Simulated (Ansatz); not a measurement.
**Hf (hcp, Mg type), frozen-phonon scan**

Relaxed Hf (hcp, Mg type):

```xyz
4
Lattice="6.4082 0.0000 0.0000 -1.6021 2.7749 0.0000 0.0000 0.0000 5.0689" Properties=species:S:1:pos:R:3 pbc="T T T"
Hf     0.0000     1.8499     3.8017
Hf     3.2041     1.8499     3.8017
Hf     1.6021     0.9250     1.2672
Hf     4.8062     0.9250     1.2672
```

The atoms are displaced by Q × the pattern below (from a DFPT mode at M = (0.5, 0.0, 0.0), largest move 1; Q in Å), at fixed cell. (q is in reciprocal vectors of the primitive cell; the cell shown is doubled to hold the pattern.)

```csv
atom,x,y,z
Hf1,-0.866,-0.500,0.000
Hf2,0.866,0.500,0.000
Hf3,-0.866,-0.500,0.000
Hf4,0.866,0.500,0.000
```

Computed with PBE (plane waves to 420 eV, PAW, scalar-relativistic; Ansatz, a first-principles code). k mesh 17×17×9 (Γ-centred), Fermi-Dirac smearing 0.05 eV. Energies are smeared free energies. Stress and pressure are positive under compression. With partly filled bands, energies and forces of such displacements shift with the k mesh and the smearing. Hf is run without spin polarisation. Hf was relaxed with its symmetry unable to fall. Spin-orbit coupling is left out, though Hf is heavy. The PAW data are Ansatz's earlier set. The zero of ΔE is the undisplaced structure.

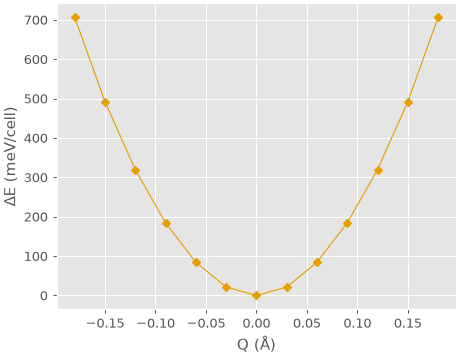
*ΔE (meV/cell) against Q (Å); markers are the computed points, lines only join them.*

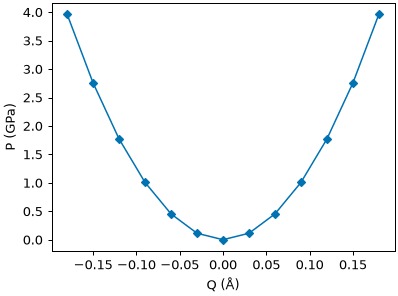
Fig. 1. P (GPa) against Q (Å); computed points joined by lines.

The energy at Q = 0.180 Å is 707 meV/cell. Wavenumber by perturbation theory (DFPT, on another k mesh): 135 cm⁻¹. Symmetry of the curve: even: the same for both signs. Space group of the distorted cell: Pmma (No. 51), lowered from P6_3/mmc. Shape of the curve: a single well with its minimum at or next to zero displacement.

(For displaced atoms, the force is minus the slope of the energy, and its curvature is a force constant, which sets phonon frequencies.)
